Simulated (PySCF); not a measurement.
# OF₂: NMR shifts and spin-spin couplings at several levels of theory, part 2 of 2

PySCF 2.14.0. Atoms count from 0.

### 12 J couplings: KT2/pcJ-1

What the job is given:

```
{"job": {"kind": "j", "xc": "KT2", "basis": "pcJ-1"}, "charge": 0, "multiplicity": 1}
F     -1.093230     0.257069    -0.000000
O      0.264053     0.500531     0.000000
F      0.829177    -0.757599     0.000000
```

Method: KT2/pcJ-1 indirect spin-spin coupling, non-relativistic, gas phase.

The program printed:

```text
coarse grid: 3264 points
cycle   1  E = -278.0992675932  dE =  3.317e-01  |g| = 6.664e-01  |ddm| = 1.562e+00
cycle   2  E = -277.7654760185  dE =  3.338e-01  |g| = 1.585e+00  |ddm| = 8.391e-01
cycle   3  E = -278.1509012608  dE = -3.854e-01  |g| = 2.044e-01  |ddm| = 7.140e-01
cycle   4  E = -278.1580454457  dE = -7.144e-03  |g| = 3.181e-02  |ddm| = 1.271e-01
cycle   5  E = -278.1582136022  dE = -1.682e-04  |g| = 6.366e-03  |ddm| = 1.896e-02
cycle   6  E = -278.1582191644  dE = -5.562e-06  |g| = 8.757e-04  |ddm| = 3.295e-03
final grid: 34416 points
cycle   7  E = -278.2827733391  dE = -3.582e-04  |g| = 5.574e-02  |ddm| = 3.262e-02
cycle   8  E = -278.2796302446  dE =  3.143e-03  |g| = 1.506e-01  |ddm| = 8.202e-02
cycle   9  E = -278.2831994411  dE = -3.569e-03  |g| = 7.763e-03  |ddm| = 6.510e-02
cycle  10  E = -278.2832102196  dE = -1.078e-05  |g| = 1.300e-03  |ddm| = 4.235e-03
cycle  11  E = -278.2832104012  dE = -1.816e-07  |g| = 5.056e-04  |ddm| = 7.730e-04
cycle  12  E = -278.2832104359  dE = -3.470e-08  |g| = 2.174e-04  |ddm| = 3.548e-04
cycle  13  E = -278.2832104437  dE = -7.880e-09  |g| = 1.456e-05  |ddm| = 1.158e-04
cycle  14  E = -278.2832104438  dE = -3.274e-11  |g| = 1.485e-06  |ddm| = 6.733e-06
converged SCF energy = -278.2832104438

Indirect spin-spin couplings (Hz)
  i      j    bonds     total        FC       PSO       DSO        SD
  0 F    1 O    1   -257.234   111.820  -176.031    -0.438  -192.585
  0 F    2 F    2   1811.213   -39.722  1023.017    -1.083   829.001
  1 O    2 F    1   -258.579   111.462  -176.530    -0.438  -193.073
```

Wall time 2.9 s (1 thread, shared host).

Key values: J(F0,F2) 1811.2 Hz, J(F0,O1) -257.9 Hz (means over like pairs).

### 13 Spin-spin couplings: PBE0/pcJ-1

What the job is given:

```
{"job": {"kind": "j", "xc": "PBE0", "basis": "pcJ-1"}, "charge": 0, "multiplicity": 1}
F     -1.093230     0.257069    -0.000000
O      0.264053     0.500531     0.000000
F      0.829177    -0.757599     0.000000
```

Level: PBE0/pcJ-1 indirect spin-spin coupling, non-relativistic, gas phase.

The program printed:

```text
coarse grid: 3264 points
cycle   1  E = -274.3025851895  dE =  2.774e-01  |g| = 5.787e-01  |ddm| = 1.584e+00
cycle   2  E = -274.1715521822  dE =  1.310e-01  |g| = 1.099e+00  |ddm| = 6.273e-01
cycle   3  E = -274.3507193251  dE = -1.792e-01  |g| = 1.172e-01  |ddm| = 4.554e-01
cycle   4  E = -274.3526014768  dE = -1.882e-03  |g| = 2.238e-02  |ddm| = 5.758e-02
cycle   5  E = -274.3526598768  dE = -5.840e-05  |g| = 5.419e-03  |ddm| = 1.016e-02
cycle   6  E = -274.3526640496  dE = -4.173e-06  |g| = 2.712e-04  |ddm| = 2.869e-03
final grid: 34416 points
cycle   7  E = -274.3880975142  dE = -9.013e-05  |g| = 5.426e-03  |ddm| = 6.570e-03
cycle   8  E = -274.3880863108  dE =  1.120e-05  |g| = 9.808e-03  |ddm| = 5.870e-03
cycle   9  E = -274.3881009433  dE = -1.463e-05  |g| = 1.129e-03  |ddm| = 4.289e-03
cycle  10  E = -274.3881011104  dE = -1.671e-07  |g| = 2.198e-04  |ddm| = 4.557e-04
cycle  11  E = -274.3881011173  dE = -6.869e-09  |g| = 2.918e-05  |ddm| = 1.175e-04
cycle  12  E = -274.3881011173  dE = -7.105e-11  |g| = 1.852e-05  |ddm| = 1.879e-05
converged SCF energy = -274.3881011173

Indirect spin-spin couplings (Hz)
  i      j    bonds     total        FC       PSO       DSO        SD
  0 F    1 O    1   -263.119   172.829  -249.195    -0.438  -186.315
  0 F    2 F    2   1766.820    32.954  1084.269    -1.081   650.678
  1 O    2 F    1   -264.517   172.508  -249.826    -0.438  -186.761
```

It took 2.4 s on 1 thread, shared host.

Key values: J(F0,F2) 1766.8 Hz, J(F0,O1) -263.8 Hz (means over like pairs).

### 14 Indirect couplings: B97-2/pcJ-1

What the job is given:

```
{"job": {"kind": "j", "xc": "B97-2", "basis": "pcJ-1"}, "charge": 0, "multiplicity": 1}
F     -1.093230     0.257069    -0.000000
O      0.264053     0.500531     0.000000
F      0.829177    -0.757599     0.000000
```

Method: B97-2/pcJ-1 indirect spin-spin coupling, non-relativistic, gas phase.

The program printed:

```text
coarse grid: 3264 points
cycle   1  E = -274.4832266064  dE =  2.848e-01  |g| = 5.908e-01  |ddm| = 1.578e+00
cycle   2  E = -274.3273703861  dE =  1.559e-01  |g| = 1.169e+00  |ddm| = 6.573e-01
cycle   3  E = -274.5324860867  dE = -2.051e-01  |g| = 1.150e-01  |ddm| = 4.886e-01
cycle   4  E = -274.5343924584  dE = -1.906e-03  |g| = 1.946e-02  |ddm| = 5.859e-02
cycle   5  E = -274.5344364763  dE = -4.402e-05  |g| = 5.154e-03  |ddm| = 8.495e-03
cycle   6  E = -274.5344402207  dE = -3.744e-06  |g| = 3.095e-04  |ddm| = 2.784e-03
final grid: 34416 points
cycle   7  E = -274.5674790898  dE = -6.724e-05  |g| = 1.973e-02  |ddm| = 1.155e-02
cycle   8  E = -274.5672810909  dE =  1.980e-04  |g| = 4.088e-02  |ddm| = 2.280e-02
cycle   9  E = -274.5675305512  dE = -2.495e-04  |g| = 2.071e-03  |ddm| = 1.665e-02
cycle  10  E = -274.5675312658  dE = -7.146e-07  |g| = 3.006e-04  |ddm| = 1.046e-03
cycle  11  E = -274.5675312768  dE = -1.100e-08  |g| = 5.258e-05  |ddm| = 1.436e-04
cycle  12  E = -274.5675312771  dE = -2.938e-10  |g| = 2.904e-05  |ddm| = 3.626e-05
converged SCF energy = -274.5675312771

Indirect spin-spin couplings (Hz)
  i      j    bonds     total        FC       PSO       DSO        SD
  0 F    1 O    1   -218.186   181.808  -234.811    -0.438  -164.745
  0 F    2 F    2   1686.080    23.616  1058.616    -1.082   604.930
  1 O    2 F    1   -219.572   181.430  -235.442    -0.438  -165.123
```

Run time: 2.4 s. Hardware: 1 thread, shared host.

In short: J(F0,F2) 1686.1 Hz, J(F0,O1) -218.9 Hz (means over like pairs).

### 15 Run by run: NMR shifts

Shifts (ppm), means over like atoms, with basis size and wall time:

```tsv
run	F0	O1	functions	time
PBE0/cc-pVDZ	168.7	741.7	42	1.8 s
PBE0/cc-pVTZ	162.5	772.8	90	3.4 s
PBE0/aug-cc-pVDZ	175.9	760.0	69	2.5 s
PBE0/IGLO-III	183.1	809.5	105	3.5 s
PBE0/pcSseg-0	208.7	811.2	27	1.4 s
PBE0/pcSseg-3	179.7	802.1	216	12 s
```

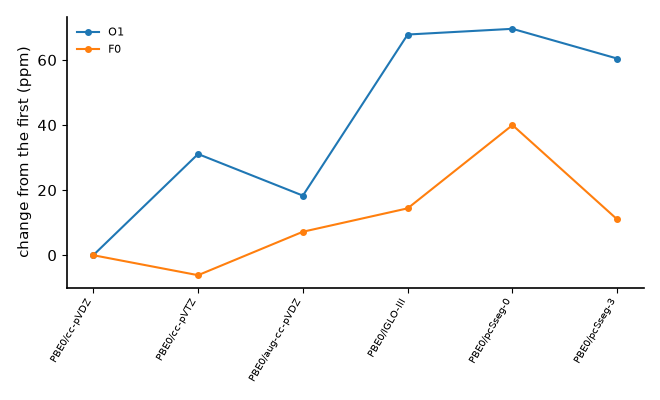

How the tabulated atoms move from run to run.

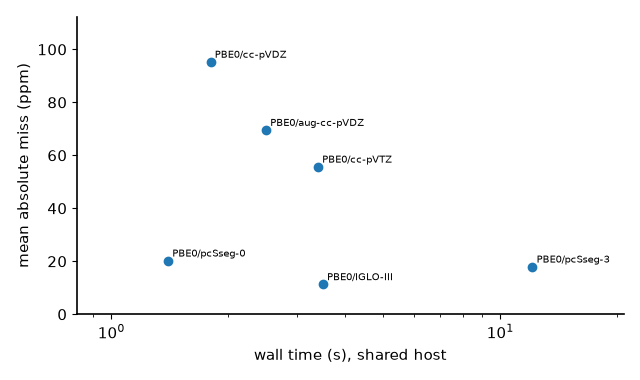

Cost against miss for the one measured 17O shielding.

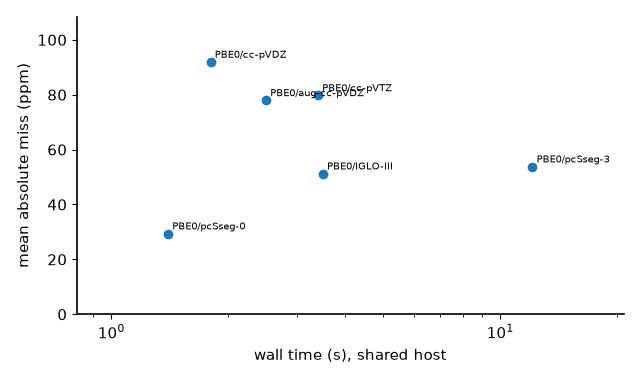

Cost against miss for the one measured 19F shielding.

### 16 Run by run: spin-spin couplings

Couplings (Hz), each a mean over the pairs like the one named, with basis size and wall time:

```tsv
run	F0–F2	F0–O1	functions	time
LDA/pcJ-1	1933.3	-173.4	81	1.8 s
PBE/pcJ-1	1896.0	-180.3	81	2.6 s
KT2/pcJ-1	1811.2	-257.9	81	2.9 s
PBE0/pcJ-1	1766.8	-263.8	81	2.4 s
B97-2/pcJ-1	1686.1	-218.9	81	2.4 s
measured size	–	300.0	–	–
```

Measured: Faber and Sauer, Theor. Chem. Acc. 2018, 137, 35.

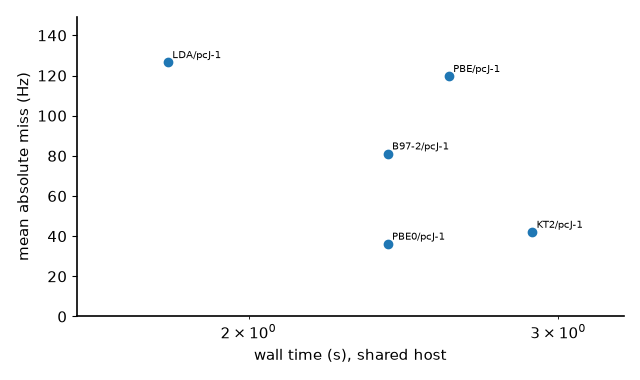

Cost against miss for the one measured coupling.

### 17 Summary of results

What follows sums up all 2 parts.

| quantity | value |
| --- | --- |
| point group | C2v |
| rotational constants (main isotopes) | 62.31, 11.26, 9.54 GHz |
| 19F shifts against CFCl3 (PBE0/cc-pVDZ, means over atoms taken as alike) | 168.7 ppm |
| 17O shifts against H2O (PBE0/cc-pVDZ) | 741.7 ppm |
| measured, and computed on the same scale | O1 σ -493.6, -398.3; F0 σ -59.7, 32.2 ppm |
| largest coupling of the table (LDA/pcJ-1) | 2J(F,F) F0–F2, 1933.3 Hz |
| range of the shift of O1 | 741.7 to 811.2 ppm |
| range of J(F0,F2), mean over like pairs | 1686.1 to 1933.3 Hz |
| property runs in this session | 12, of which 0 failed and 1 gave unsound results |

**Reading.** Single values in the summary come from the first run of each kind that ended normally (PBE0/cc-pVDZ; LDA/pcJ-1), which need not be the best level. The one measured 19F shielding is missed by +91.9 ppm (computed less measured, unscaled). Vibration and temperature are missing from the calculation, so part of the miss against the measured shifts is not the functional's. In the run at LDA/pcJ-1, the largest coupling of the table is F0–F2, 1933.3 Hz, of which the Fermi-contact term gives -28.9 Hz. Density functionals describe couplings to fluorine poorly, F–F couplings above all, so those rows are rough. The one measured coupling, F0–O1, differs from the computed size by 126.6 Hz; vibrational averaging and surroundings are not included. For the one measured 17O shielding, PBE0/IGLO-III misses least (11.3 ppm, 3.5 s) and PBE0/cc-pVDZ most (95.3 ppm, 1.8 s); the quickest, PBE0/pcSseg-0, misses by 20.2 ppm in 1.4 s. The coupling F0–F2, as a mean over pairs of its kind, runs from 1686.1 Hz (B97-2/pcJ-1) to 1933.3 Hz (LDA/pcJ-1). For the one measured coupling, PBE0/pcJ-1 misses least (36.2 Hz, 2.4 s) and LDA/pcJ-1 most (126.6 Hz, 1.8 s). One molecule ranks no method: errors cancel, and vibration and temperature are missing from all runs.
